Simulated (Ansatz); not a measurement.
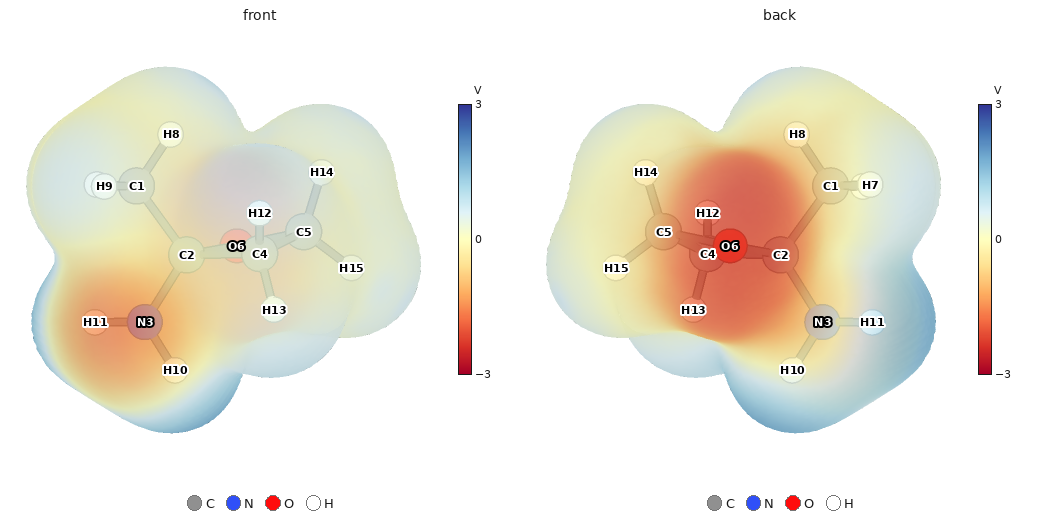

Figure 1: C4H9NO (SMILES CC1(N)CCO1). The electrostatic potential painted on the density surface at 0.002 e/bohr³, seen from the front and from behind; red is negative and blue positive.

Method: Ansatz, RKS PBE/6-31G.

```xyz
15

C    -1.5806    0.1143   -0.7322
C    -0.2439   -0.4043   -0.2184
N    -0.2495   -1.8075   -0.0649
C     0.4078    0.4034    0.9439
C     1.3295    1.0778   -0.0942
O     0.8834    0.1437   -1.1769
H    -1.7983   -0.3187   -1.7244
H    -1.5461    1.2088   -0.8454
H    -2.3970   -0.1518   -0.0389
H     0.6340   -2.2241    0.2270
H    -0.7364   -2.3440   -0.7822
H    -0.2813    1.0530    1.5067
H     0.9377   -0.2522    1.6540
H     1.0689    2.1273   -0.3225
H     2.4155    1.0046    0.0839
```

> Describe the electrostatic potential map.

The most negative region (about −2.2 V) lies over O6, the most positive (about +1.7 V) over H10 and H11. O6 is the likeliest acceptor of a hydrogen bond.
